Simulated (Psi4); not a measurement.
## Single-point calculation of BH2Cl (charge −1)

The run: single-point calculation of BH2Cl, charge −1, multiplicity 2, SMILES [BH2-]Cl. Method and program: TPSSh/heavy-aug-cc-pVTZ, UKS, ZORA (Psi4 1.11).

The geometry comes from this level: GFN2-xTB.

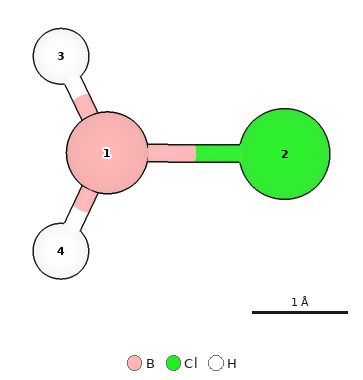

**Figure 1.** The structure (ball-and-stick view, seen on its broad side; atoms are numbered from 1 in the order of the input).

Summary

- outcome: converged
- total energy: −488.455338 hartree
- basis functions: 124
- ⟨S²⟩: 0.753
- hardware: 1 thread of Intel Xeon (Granite Rapids), 12 GiB of memory available, shared host
- wall time: 35 s
- peak memory: 1.2 GiB

Notes

The record of the run, not the program, notes: unbound anion.

The input (run_ase.py)
```python
import numpy as np
from ase.calculators.psi4 import Psi4
from ase.io import read

mol = read('bclh2.xyz')
calc = Psi4(atoms=mol, method='tpssh', basis='heavy-aug-cc-pVTZ', memory='1600MB', num_threads=1, charge=-1, multiplicity=2, label='calc', reference='uks')
calc.psi4.set_options({'scf_type': 'df', 'relativistic': 'zora'})
mol.calc = calc

print(f'energy: {mol.get_potential_energy():.6f} eV')
```

File bclh2.xyz
```
4
BClH2
B     -0.072740    -0.194320    -0.337270
Cl     1.390160     0.062360     0.884750
H     -0.963970    -0.752550     0.264630
H     -0.353460     0.884500    -0.812110
```

Command:
```bash
python run_ase.py
```

The program's output
```
Relativistic analytic gradients are not implemented yet, re-routing to finite differences.

   => Loading Basis Set <=

    Name: HEAVY-AUG-CC-PVTZ
    Role: ORBITAL
    Keyword: BASIS

         ---------------------------------------------------------
                                   SCF
                              UKS Reference
                        1 Threads,   1525 MiB Core
         ---------------------------------------------------------

  ==> Geometry <==

    Molecular point group: c1
    Full point group: C1

    Geometry (in Angstrom), charge = -1, multiplicity = 2:

       Center              X                  Y                   Z               Mass
    ------------   -----------------  -----------------  -----------------  -----------------
         B           -1.041276281539    -0.197951967447    -0.893046276053    11.009305360000
         CL           0.421623718461     0.058728032553     0.328973723947    34.968852682000
         H           -1.932506281539    -0.756181967447    -0.291146276053     1.007825032230
         H           -1.321996281539     0.880868032553    -1.367886276053     1.007825032230

  Running in c1 symmetry.

  Rotational constants: A =      6.57241  B =      0.44360  C =      0.42482 [cm^-1]
  Rotational constants: A = 197035.96493  B =  13298.72379  C =  12735.67838 [MHz]
  Nuclear repulsion =   35.018506622506017

  Charge       = -1
  Multiplicity = 2
  Electrons    = 25
  Nalpha       = 13
  Nbeta        = 12

  ==> Algorithm <==

  SCF Algorithm Type is DF.
  DIIS enabled.
  MOM disabled.
  Fractional occupation disabled.
  Guess Type is SAD.
  Energy threshold   = 1.00e-06
  Density threshold  = 1.00e-06
  Integral threshold = 1.00e-12

  ==> Primary Basis <==

  Basis Set: HEAVY-AUG-CC-PVTZ
    Blend: HEAVY-AUG-CC-PVTZ
    Number of shells: 42
    Number of basis functions: 124
    Number of Cartesian functions: 144
    Spherical Harmonics?: true
    Max angular momentum: 3

  ==> DFT Potential <==

   => LibXC <=

    Version 7.1.2

   => Composite Functional: TPSSH <=

    TPSSh Hyb-GGA Exchange-Correlation Functional

    Deriv               =              1
    GGA                 =           TRUE
    Meta                =           TRUE

    Exchange Hybrid     =           TRUE
    MP2 Hybrid          =          FALSE

   => Exchange Functionals <=

    0.9000   Tao, Perdew, Staroverov & Scuseria

   => Exact (HF) Exchange <=

    0.1000               HF

   => Correlation Functionals <=

    1.0000   Tao, Perdew, Staroverov & Scuseria

   => LibXC Density Thresholds  <==

    XC_HYB_MGGA_XC_TPSSH:  1.00E-15

   => Molecular Quadrature <=

    Radial Scheme          =       TREUTLER
    Pruning Scheme         =           NONE
    Nuclear Scheme         =       TREUTLER

    Blocking Scheme        =         OCTREE
    BS radius alpha        =              1
    Pruning alpha          =              1
    Radial Points          =             75
    Spherical Points       =            302
    Total Points           =          88534
    Total Blocks           =            717
    Max Points             =            255
    Max Functions          =            124
    Weights Tolerance      =       1.00E-15

   => Loading Basis Set <=

    Name: (HEAVY-AUG-CC-PVTZ AUX)
    Role: JKFIT
    Keyword: DF_BASIS_SCF

  ==> Integral Setup <==

  DFHelper Memory: AOs need 0.039 GiB; user supplied 0.364 GiB.
  SCF_SUBTYPE=INCORE selected. In-core MEM_DF algorithm will be used.
  Using in-core AOs.

  ==> MemDFJK: Density-Fitted J/K Matrices <==

    J tasked:                   Yes
    K tasked:                   Yes
    wK tasked:                   No
    Memory [MiB]:               372
    Algorithm:                 Core
    Schwarz Cutoff:           1E-12
    Mask sparsity (%):       0.0000
    Fitting Condition:        1E-10

   => Auxiliary Basis Set <=

  Basis Set: (HEAVY-AUG-CC-PVTZ AUX)
    Blend: HEAVY-AUG-CC-PVTZ-JKFIT
    Number of shells: 92
    Number of basis functions: 310
    Number of Cartesian functions: 381
    Spherical Harmonics?: true
    Max angular momentum: 4

  Cached 100.0% of DFT collocation blocks in 0.754 [GiB].

 OEINTS: Using relativistic (ZORA) kinetic integrals.

        ____  ____  ___  ___
       /_  / / __ \/ _ \/ _ |
        / /_/ /_/ / , _/ __ |
       /___/\____/_/|_/_/ |_|
      ========================

  ==> ZORA Details <==
    Total number of grid points: 991308
    Total number of batches: 6743
    Using 1 thread(s)

  Minimum eigenvalue in the overlap matrix is 5.2088281470E-04.
  Reciprocal condition number of the overlap matrix is 8.0319855694E-05.
    Using symmetric orthogonalization.

  ==> Pre-Iterations <==

  SCF Guess: Superposition of Atomic Densities via on-the-fly atomic UHF (no occupation information).

   -------------------------
    Irrep   Nso     Nmo
   -------------------------
     A        124     124
   -------------------------
    Total     124     124
   -------------------------

  ==> Iterations <==

                           Total Energy        Delta E     RMS |[F,P]|

   @DF-UKS iter SAD:  -487.93827574553194   -4.87938e+02   0.00000e+00
   @DF-UKS iter   1:  -488.23695944586262   -2.98684e-01   4.43797e-03 DIIS/ADIIS
   @DF-UKS iter   2:  -487.87538869951658    3.61571e-01   6.13987e-03 DIIS/ADIIS
   @DF-UKS iter   3:  -488.43821636250357   -5.62828e-01   1.19114e-03 DIIS/ADIIS
   @DF-UKS iter   4:  -488.45337056772894   -1.51542e-02   4.53326e-04 DIIS/ADIIS
   @DF-UKS iter   5:  -488.45517797596159   -1.80741e-03   1.32396e-04 DIIS/ADIIS
   @DF-UKS iter   6:  -488.45532173140890   -1.43755e-04   3.82829e-05 DIIS
   @DF-UKS iter   7:  -488.45533770368354   -1.59723e-05   7.73764e-06 DIIS
   @DF-UKS iter   8:  -488.45533836177140   -6.58088e-07   3.29772e-06 DIIS
   @DF-UKS iter   9:  -488.45533846908967   -1.07318e-07   8.24021e-07 DIIS
  Energy and wave function converged.

  ==> Post-Iterations <==

   Electrons on quadrature grid:
      Nalpha   =   12.9999883251 ; deviation = -1.167e-05
      Nbeta    =   11.9999997530 ; deviation = -2.470e-07
      Ntotal   =   24.9999880781 ; deviation = -1.192e-05

   @Spin Contamination Metric:   3.443724869E-03
   @S^2 Expected:                7.500000000E-01
   @S^2 Observed:                7.534437249E-01
   @S   Expected:                5.000000000E-01
   @S   Observed:                5.000000000E-01

    Orbital Energies [Eh]
    ---------------------

    Alpha Occupied:

       1A   -101.977668     2A     -9.222583     3A     -6.910083
       4A     -6.906354     5A     -6.905300     6A     -6.491277
       7A     -0.572772     8A     -0.268734     9A     -0.138217
      10A     -0.131707    11A     -0.101717    12A     -0.062830
      13A      0.053282

    Alpha Virtual:

      14A      0.128258    15A      0.134120    16A      0.134565
      17A      0.138939    18A      0.202755    19A      0.221539
      20A      0.222143    21A      0.242095    22A      0.246919
      23A      0.259188    24A      0.302189    25A      0.307663
      26A      0.313999    27A      0.341960    28A      0.379251
      29A      0.383172    30A      0.408119    31A      0.428303
      32A      0.430530    33A      0.450891    34A      0.452764
      35A      0.497294    36A      0.508295    37A      0.543792
      38A      0.648257    39A      0.666038    40A      0.682312
      41A      0.690538    42A      0.695406    43A      0.716479
      44A      0.739858    45A      0.767450    46A      0.778884
      47A      0.791274    48A      0.802886    49A      0.811228
      50A      0.811939    51A      0.888148    52A      0.896553
      53A      0.926314    54A      0.943287    55A      0.949935
      56A      1.000553    57A      1.007819    58A      1.154732
      59A      1.178196    60A      1.179259    61A      1.209339
      62A      1.231869    63A      1.285404    64A      1.374406
      65A      1.381896    66A      1.433002    67A      1.479065
      68A      1.488559    69A      1.489920    70A      1.574298
      71A      1.605780    72A      1.628469    73A      1.664135
      74A      1.763234    75A      1.847188    76A      1.885969
      77A      2.070834    78A      2.083192    79A      2.144652
      80A      2.154306    81A      2.249179    82A      2.261101
      83A      2.280951    84A      2.308811    85A      2.355152
      86A      2.367814    87A      2.391057    88A      2.469233
      89A      2.497367    90A      2.529239    91A      2.538575
      92A      2.541127    93A      2.758399    94A      2.762599
      95A      2.836037    96A      2.891810    97A      2.993569
      98A      2.997318    99A      3.084274   100A      3.094494
     101A      3.131256   102A      3.170503   103A      3.182677
     104A      3.473757   105A      3.509077   106A      3.750049
     107A      3.812570   108A      3.907425   109A      3.917177
     110A      4.029180   111A      4.304374   112A      4.458680
     113A      4.526881   114A      4.555425   115A      4.574424
     116A      4.648937   117A      4.685275   118A      4.758239
     119A      4.908494   120A      5.112035   121A      5.127311
     122A      5.277048   123A      6.065909   124A      9.870012

    Beta Occupied:

       1A   -101.977283     2A     -9.222221     3A     -6.909927
       4A     -6.905145     5A     -6.905077     6A     -6.482213
       7A     -0.569925     8A     -0.251570     9A     -0.134146
      10A     -0.126107    11A     -0.092100    12A     -0.060563

    Beta Virtual:

      13A      0.130198    14A      0.134313    15A      0.142445
      16A      0.143515    17A      0.180380    18A      0.207834
      19A      0.223222    20A      0.225571    21A      0.250313
      22A      0.255974    23A      0.265390    24A      0.306081
      25A      0.316090    26A      0.321918    27A      0.350131
      28A      0.389958    29A      0.390878    30A      0.414897
      31A      0.436149    32A      0.451269    33A      0.457835
      34A      0.458283    35A      0.507220    36A      0.514102
      37A      0.561346    38A      0.664023    39A      0.677758
      40A      0.693312    41A      0.695042    42A      0.707565
      43A      0.735073    44A      0.749796    45A      0.771317
      46A      0.786114    47A      0.801114    48A      0.811945
      49A      0.817594    50A      0.819552    51A      0.897721
      52A      0.903218    53A      0.932986    54A      0.948262
      55A      0.953294    56A      1.009436    57A      1.022136
      58A      1.163721    59A      1.186902    60A      1.188233
      61A      1.211861    62A      1.233685    63A      1.294835
      64A      1.378031    65A      1.386356    66A      1.446594
      67A      1.484943    68A      1.503078    69A      1.503123
      70A      1.583080    71A      1.616629    72A      1.633540
      73A      1.671744    74A      1.788407    75A      1.871282
      76A      1.899159    77A      2.097860    78A      2.104405
      79A      2.180337    80A      2.199898    81A      2.275102
      82A      2.298616    83A      2.311730    84A      2.325495
      85A      2.384598    86A      2.390107    87A      2.409530
      88A      2.476730    89A      2.511097    90A      2.536849
      91A      2.543461    92A      2.558564    93A      2.768490
      94A      2.794426    95A      2.845279    96A      2.912493
      97A      2.997034    98A      3.000591    99A      3.088101
     100A      3.098326   101A      3.135919   102A      3.178492
     103A      3.193965   104A      3.496675   105A      3.542699
     106A      3.766549   107A      3.831664   108A      3.927536
     109A      3.927889   110A      4.038114   111A      4.367010
     112A      4.517949   113A      4.546594   114A      4.589167
     115A      4.621453   116A      4.685334   117A      4.759102
     118A      4.806411   119A      4.970433   120A      5.188603
     121A      5.190741   122A      5.341626   123A      6.072186
     124A      9.908781

    Final Occupation by Irrep:
              A
    DOCC [    12 ]
    SOCC [     1 ]
    NA   [    13 ]
    NB   [    12 ]

  @DF-UKS Final Energy:  -488.45533846908967

   => Energetics <=

    Nuclear Repulsion Energy =             35.0185066225060169
    One-Electron Energy =                -747.2076584012086187
    Two-Electron Energy =                 253.7737498577814108
    DFT Exchange-Correlation Energy =     -30.0399365481684946
    Empirical Dispersion Energy =           0.0000000000000000
    VV10 Nonlocal Energy =                  0.0000000000000000
    Total Energy =                       -488.4553384690896678

  UHF NO Occupations:
  HONO-2 :   11  A 1.9997678
  HONO-1 :   12  A 1.9989023
  HONO-0 :   13  A 1.0000000
  LUNO+0 :   14  A 0.0010977
  LUNO+1 :   15  A 0.0002322
  LUNO+2 :   16  A 0.0001998
  LUNO+3 :   17  A 0.0001809

Computation Completed

Properties will be evaluated at   0.000000,   0.000000,   0.000000 [a0]

Properties computed using the SCF density matrix

 Multipole Moments:

 ------------------------------------------------------------------------------------
     Multipole            Electronic (a.u.)      Nuclear  (a.u.)        Total (a.u.)
 ------------------------------------------------------------------------------------

 L = 1.  Multiply by 2.5417464519 to convert [e a0] to [Debye]
 Dipole X            :          3.3523956           -2.4439464            0.9084491
 Dipole Y            :          0.1251428            0.2519057            0.3770486
 Dipole Z            :          2.0945036           -1.0047875            1.0897161
 Magnitude           :                                                    1.4679669

 ------------------------------------------------------------------------------------

	total time  =         33 seconds =       0.55 minutes
```

Standard output
```
energy: -13291.546771 eV
```
